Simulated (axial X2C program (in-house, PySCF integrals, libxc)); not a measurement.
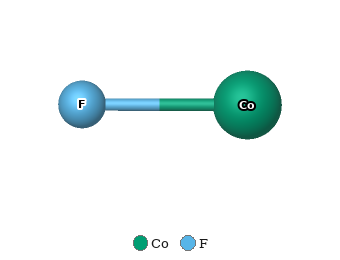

*The molecule at the reference distance of 1.741 Å.*

Relativistic diatomic calculation, with input and output: CoF

- system: CoF, single determinant with Ω = 4. The distance is the PBE0 minimum at charge 0.
- method: expectation values, HF and Kohn-Sham, two-component X2C with atomic mean-field Coulomb and Gaunt terms, Co dyall-cv3z, F dyall-av3z (cores contracted) (axial X2C program (in-house, PySCF integrals, libxc))

**Input**
```
{"zs": [27, 9], "q": 0, "bas": ["dyall-cv3z", "dyall-av3z"], "r0": 1.75, "levels": ["PBE0", "HF", "BP86", "PBE", "B3LYP"], "nst": 3}
```

The line is the task of a batch: nuclear charges, charge, bases, the levels to run, a first guess of the distance and further settings. This report covers the levels named above. The log is that of the reference distance.

Hardware: 1 thread of Arm Neoverse N1, 112 GiB of memory available, shared host.

The run was one of a batch that the task file lists, launched with:
```bash
python <driver script> task.json out
```

**Output**
```
two-component X2C + atomic mean field  PBE0
basis functions 162  fitting functions 872  grid points 5077
iter        total energy     max residual
   1      -1492.515194264     3.54e-01
   2      -1492.579146207     2.87e-03
   3      -1492.578900435     7.74e-03
   4      -1492.579232646     7.93e-04
   5      -1492.579233740     7.58e-04
   6      -1492.579238867     7.94e-05
   7      -1492.579238932     3.19e-05
   8      -1492.579238947     3.18e-05
   9      -1492.579238959     1.26e-05
  10      -1492.579238964     4.48e-06
  11      -1492.579238964     1.19e-06
converged
one-electron -2215.58469424  Coulomb 719.68914439  exact exchange -17.15284469  xc functional -52.98821923  nuclear repulsion 73.85988642  atomic mean-field constant -0.40251162
```

**Expectation values by level of theory**

```csv
quantity,PBE0,HF,BP86,PBE,B3LYP
effective field for an electron dipole moment (GV/cm),0.981,1.58,0.546,0.565,0.878
field gradient at the first nucleus (a.u.),−0.418,−0.741,−0.252,−0.268,−0.376
field gradient at the second nucleus (a.u.),1.10,0.581,1.23,1.22,1.14
"A∥/gI, first nucleus (MHz)",152,129,260,253,176
"A∥/gI, second nucleus (MHz)",15.1,5.52,17.4,17.7,15.6
```

Each column comes from one determinant with 2 or more unpaired spinors, which can mix states, in a basis with contracted cores. The levels disagree widely: the effective field runs from 0.546 to 1.58 GV/cm, A∥/gI at the first nucleus runs from 129 to 260 MHz, A∥/gI at the second nucleus runs from 5.52 to 17.7 MHz, the field gradient at the first nucleus runs from −0.741 to −0.252 a.u. and the field gradient at the second nucleus runs from 0.581 to 1.23 a.u. They may not all have settled in the same state, and these values aren't reliable properties of the molecule.

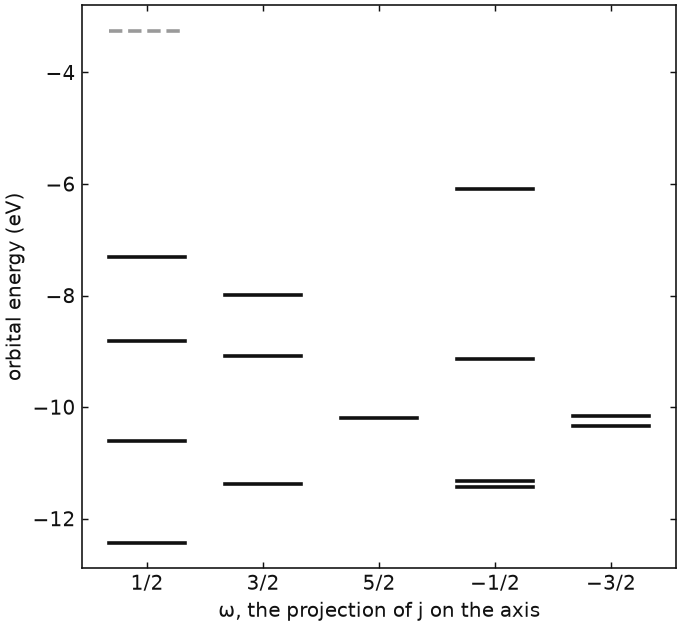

*Orbital energies (PBE0) near the frontier at 1.74 Å, filled (solid) and empty (dashed).*

The highest filled spinor (−1/2; 53 % Co s, 30 % Co d) lies at −6.08 eV, the lowest empty one (1/2; 63 % Co s, 22 % Co p) at −3.25 eV.

**Results in brief**

```tsv
quantity	value
outcome	converged; the levels of theory disagree widely
wall time	3.9 s
peak memory	0.3 GiB
```
